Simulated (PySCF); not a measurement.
Reaction (SMILES): C#C (C2H2) + 3 [H][H] (H2) → 2 C (CH4)
B3LYP-D3(BJ)/def2-TZVP geometries, fixed; electronic energies without zero-point terms.
Largest species:
```xyz
5

C      0.0000     0.0000     0.0000
H      0.6205     0.6269     0.6390
H     -0.6429    -0.6249     0.6185
H      0.6369    -0.6328    -0.6166
H     -0.6146     0.6308    -0.6409
```

Basis-set convergence of the energy of full hydrogenation at HF with PySCF. All functions are spherical. Density fitting with generated auxiliary sets. No added dispersion term, no relativity. Functions are those of the species that has most. Reference: the value in def2-QZVPPD, -111.04 kcal/mol, itself unsure by roughly 0.08 kcal/mol (its mean distance from pcseg-3, def2-QZVPP, cc-pVQZ). Deviations are taken from unrounded values.

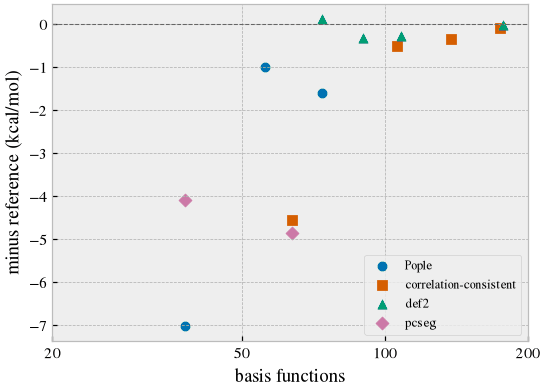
Figure: Deviation from the reference against the number of basis functions, by family of sets.

```json
[
 {"basis": "6-31G**", "functions": "38", "energy of full hydrogenation (kcal/mol)": "-118.06", "minus reference (kcal/mol)": "-7.02"},
 {"basis": "pcseg-1", "functions": "38", "energy of full hydrogenation (kcal/mol)": "-115.13", "minus reference (kcal/mol)": "-4.09"},
 {"basis": "6-311+G**", "functions": "56", "energy of full hydrogenation (kcal/mol)": "-112.03", "minus reference (kcal/mol)": "-0.99"},
 {"basis": "aug-cc-pVDZ", "functions": "64", "energy of full hydrogenation (kcal/mol)": "-115.61", "minus reference (kcal/mol)": "-4.56"},
 {"basis": "aug-pcseg-1", "functions": "64", "energy of full hydrogenation (kcal/mol)": "-115.90", "minus reference (kcal/mol)": "-4.86"},
 {"basis": "6-311++G(2d,2p)", "functions": "74", "energy of full hydrogenation (kcal/mol)": "-112.65", "minus reference (kcal/mol)": "-1.61"},
 {"basis": "def2-TZVP", "functions": "74", "energy of full hydrogenation (kcal/mol)": "-110.92", "minus reference (kcal/mol)": "0.12"},
 {"basis": "def2-TZVPP", "functions": "90", "energy of full hydrogenation (kcal/mol)": "-111.36", "minus reference (kcal/mol)": "-0.32"},
 {"basis": "jun-cc-pV(T+d)Z", "functions": "106", "energy of full hydrogenation (kcal/mol)": "-111.54", "minus reference (kcal/mol)": "-0.50"},
 {"basis": "def2-TZVPPD", "functions": "108", "energy of full hydrogenation (kcal/mol)": "-111.33", "minus reference (kcal/mol)": "-0.29"},
 {"basis": "aug-cc-pVTZ", "functions": "138", "energy of full hydrogenation (kcal/mol)": "-111.39", "minus reference (kcal/mol)": "-0.34"},
 {"basis": "cc-pVQZ", "functions": "175", "energy of full hydrogenation (kcal/mol)": "-111.13", "minus reference (kcal/mol)": "-0.09"},
 {"basis": "def2-QZVPP", "functions": "177", "energy of full hydrogenation (kcal/mol)": "-111.05", "minus reference (kcal/mol)": "-0.01"}
]
```
